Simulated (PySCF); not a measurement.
Molecule: C₄H₈O (2-butanone), SMILES CCC(C)=O.

```xyz
13

C     -1.8275     0.2237    -0.0809
C     -0.3817     0.4585    -0.4694
C      0.6108    -0.0831     0.5394
C      2.0594    -0.1015     0.1146
O      0.2604    -0.4810     1.6243
H     -2.5149     0.6796    -0.8079
H     -2.0499    -0.8517    -0.0239
H     -2.0354     0.6466     0.9118
H     -0.1666     1.5389    -0.5694
H     -0.1443     0.0336    -1.4603
H      2.3545     0.8496    -0.3537
H      2.6988    -0.3144     0.9803
H      2.2067    -0.8901    -0.6416
```

GIAO shifts, WP04/pcSseg-1 (IEF-PCM chloroform) with PySCF 2.14.0, at a PBE0-D3(BJ)/def2-SVP geometry (no frequency check), against H₂O for ¹⁷O and TMS for ¹H computed at the same level (¹⁷O: a single water molecule, while the usual scale starts at liquid water and gives values some tens of ppm lower). fully decoupled, line heights follow the number of nuclei, widths are arbitrary (no quadrupolar broadening); values of one conformer, averaged over nuclei that symmetry or rotation about single bonds exchange, these motions taken as fast; other conformers aren't averaged in.

Predict the ¹⁷O spectrum.

1 signal.


```
δ (ppm)  nuclei  atoms
  610.4       1     O5
```

Predict the ¹H spectrum.

3 signals.


| δ (ppm) | nuclei | atoms |
| --- | --- | --- |
| 2.33 | 2 | H9, H10 |
| 2.15 | 3 | H11, H12, H13 |
| 0.99 | 3 | H6, H7, H8 |

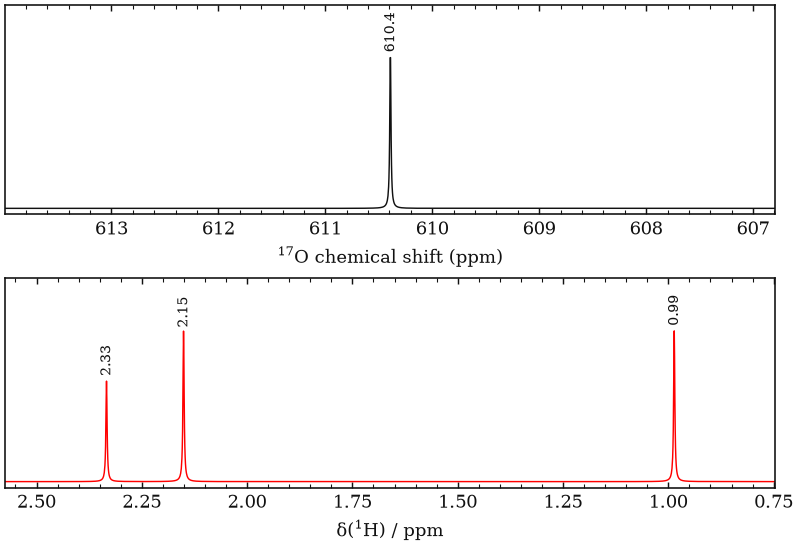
